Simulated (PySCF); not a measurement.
**Excited-state calculation, with input and output: CH$_{3}$F$_{3}$Si**

CH$_{3}$F$_{3}$Si, computed with TDDFT PBE0/def2-TZVP, vertical, gas phase, core orbitals frozen in the response (PySCF 2.14.0).

The geometry comes from this level: PBE0-D3(BJ)/def2-SVP.

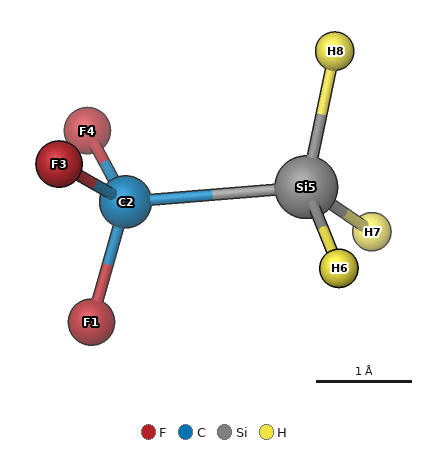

Figure 1. The input geometry (ball-and-stick view, seen at a tilt; atoms are numbered from 1 in the order of the input). Bond lengths as drawn: C–F 1.34 Å, C–Si 1.93 Å and H–Si 1.49 Å.

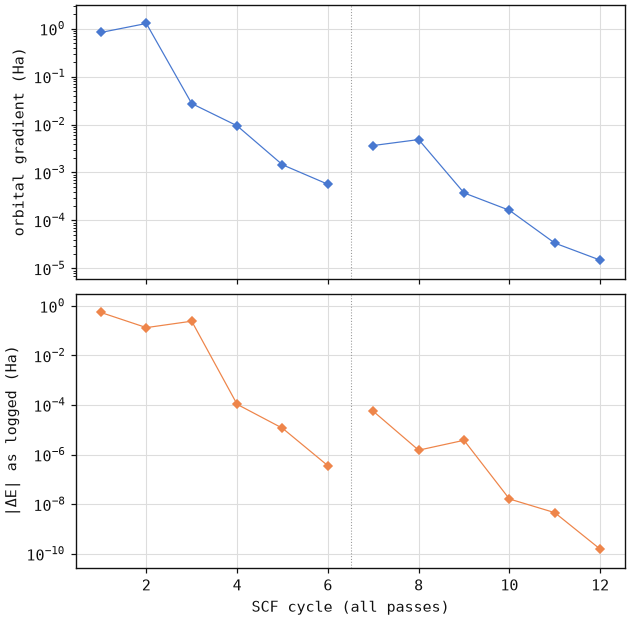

Figure 2. Convergence of the self-consistent field: orbital gradient and size of the energy change against the SCF cycle. The dotted line marks the change from a coarse to the final integration grid. The first 6 cycles use a coarse grid, the final grid takes over at cycle 7, and the field converges after 12 cycles in all.

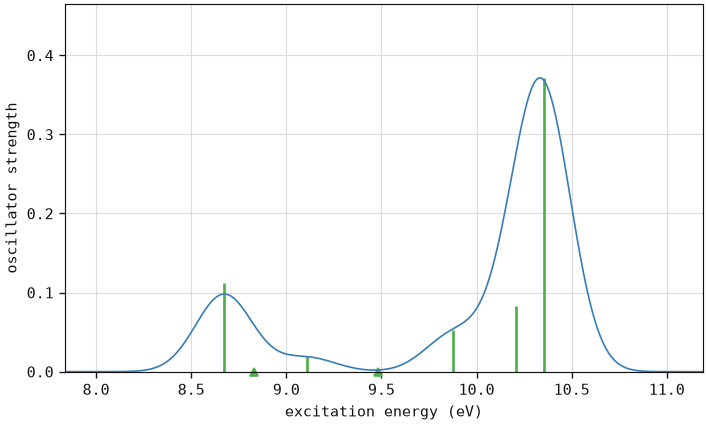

Figure 3. Computed excitations as sticks (degenerate states added up, dark ones marked on the axis), with a Gaussian envelope of 0.35 eV full width at half maximum, scaled to the tallest. Of the 10 states the lowest lies at 8.67 eV (f = 0.112); the strongest line is at 10.35 eV, or 120 nm (f = 0.372).

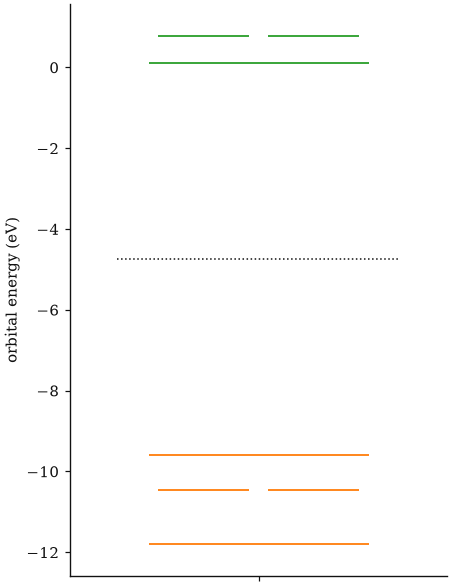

Figure 4. Orbital energies near the frontier; the dotted line parts filled from empty levels, and levels within 0.02 eV of each other stand side by side. Highest filled −9.59 eV, lowest empty 0.11 eV, 9.70 eV apart.

The input that produced these results follows, with the program's output.

**Input file**
```
{"job": {"kind": "uv", "xc": "PBE0", "basis": "def2-TZVP"}, "charge": 0, "multiplicity": 1}
F      1.415657    -0.235402    -1.271938
C      0.948144    -0.126120    -0.019377
F      1.586456     0.903880     0.554095
F      1.311069    -1.236358     0.639985
Si    -0.967560     0.124068     0.006106
H     -1.267480     1.377603    -0.737399
H     -1.587033    -1.055895    -0.655486
H     -1.389816     0.226947     1.429282
```

The first line tells a small driver script what to run in PySCF; the rest is the geometry in Å.

Launch command:
```bash
OMP_NUM_THREADS=1 python <driver script> task.json out
```

**Output**
```
coarse grid: 7832 points
cycle   1  E = -628.5133714931  dE =  5.395e-01  |g| = 8.292e-01  |ddm| = 2.159e+00
cycle   2  E = -628.3811139622  dE =  1.323e-01  |g| = 1.275e+00  |ddm| = 8.342e-01
cycle   3  E = -628.6217677578  dE = -2.407e-01  |g| = 2.732e-02  |ddm| = 4.952e-01
cycle   4  E = -628.6218743726  dE = -1.066e-04  |g| = 9.410e-03  |ddm| = 2.054e-02
cycle   5  E = -628.6218859251  dE = -1.155e-05  |g| = 1.449e-03  |ddm| = 5.787e-03
cycle   6  E = -628.6218862801  dE = -3.550e-07  |g| = 5.692e-04  |ddm| = 1.447e-03
final grid: 74064 points
cycle   7  E = -628.6306899895  dE = -5.589e-05  |g| = 3.650e-03  |ddm| = 2.337e-02
cycle   8  E = -628.6306884866  dE =  1.503e-06  |g| = 4.855e-03  |ddm| = 3.855e-03
cycle   9  E = -628.6306922538  dE = -3.767e-06  |g| = 3.756e-04  |ddm| = 2.106e-03
cycle  10  E = -628.6306922699  dE = -1.615e-08  |g| = 1.631e-04  |ddm| = 3.177e-04
cycle  11  E = -628.6306922744  dE = -4.527e-09  |g| = 3.379e-05  |ddm| = 1.228e-04
cycle  12  E = -628.6306922746  dE = -1.530e-10  |g| = 1.493e-05  |ddm| = 2.293e-05
converged SCF energy = -628.6306922746

Static polarisability (au): isotropic 41.051, principal 39.969 39.988 43.197

Singlet excitations
state   eV       nm        f      main configurations
  1   8.6729    143.0   0.11222   H->L 0.95
  2   8.8324    140.4   0.00015   H->L+1 0.36, H-1->L 0.34, H->L+2 0.21
  3   8.8327    140.4   0.00015   H->L+2 0.36, H-2->L 0.33, H->L+1 0.21
  4   9.1100    136.1   0.01013   H-1->L 0.53, H->L+2 0.30, H->L+1 0.09
  5   9.1112    136.1   0.01021   H-2->L 0.53, H->L+1 0.30, H->L+2 0.09
  6   9.4824    130.8   0.00000   H-2->L+2 0.40, H-1->L+1 0.40, H-2->L+1 0.10
  7   9.8782    125.5   0.05288   H->L+3 0.78, H-1->L+2 0.08, H-2->L+1 0.08
  8  10.2056    121.5   0.04146   H-1->L+2 0.28, H-2->L+1 0.28, H-1->L+3 0.15
  9  10.2064    121.5   0.04205   H-1->L+1 0.28, H-2->L+2 0.28, H-2->L+3 0.15
 10  10.3534    119.8   0.37153   H-2->L+1 0.30, H-1->L+2 0.29, H->L+3 0.19

Triplet excitations (Tamm-Dancoff, eV): 7.6610 8.1534 8.1545 8.2633
```

**Results in brief**

```tsv
quantity	value
outcome	converged
total energy	−628.630692 hartree
HOMO	−9.59 eV
LUMO	0.11 eV
dipole moment	2.02 D
mean polarisability	41.05 a.u.
lowest singlet excitation	8.67 eV
hardware	1 CPU thread, shared host
wall time	7.8 s
peak memory	0.75 GiB
```
